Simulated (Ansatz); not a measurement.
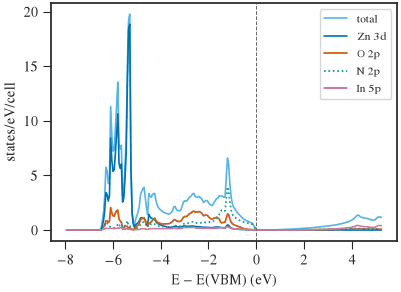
*Total and projected density of states of ZnInNO in space group P3m1 (No. 156; In on 1b, Zn on 1c, O on 1b, N on 1c), DFT-r²SCAN in the program Ansatz with PAW potentials*

Task: Which orbitals carry the states next to the gap?

Result: Top 1 eV of the valence band: N 2p 67 %, O 2p 18 %, In 5p 5 %. Bottom 1 eV of the conduction band: Zn 4s 29 %, N 2p 19 %, In 5s 14 %, N 2s 11 %, O 2p 9 %, O 2s 9 %, In 5p 6 %. Projections are on Löwdin-orthogonalised atomic valence shells; empty p or d shells of many metals are not among them.

Task: Where is the tallest occupied peak in this window, and what makes it?

Result: Near -5.3 eV, about 20 states/eV per cell; the largest projected share is Zn 3d.

The start of the workflow was typed in or built on a structure type; neither database checked (COD, Materials Project) lists it. Its standing as an ambient phase is unchecked. The r²SCAN relaxation kept the symmetry of its start; whether a distortion lowers the energy is not shown. Scalar-relativistic: spin–orbit coupling is off unless named, which matters more the heavier the elements.

Potentials: the earlier of the program's two PAW sets. The files were generated under PBE; for other functionals the program regenerates the frozen cores, and for LDA and PBEsol the local potential too.
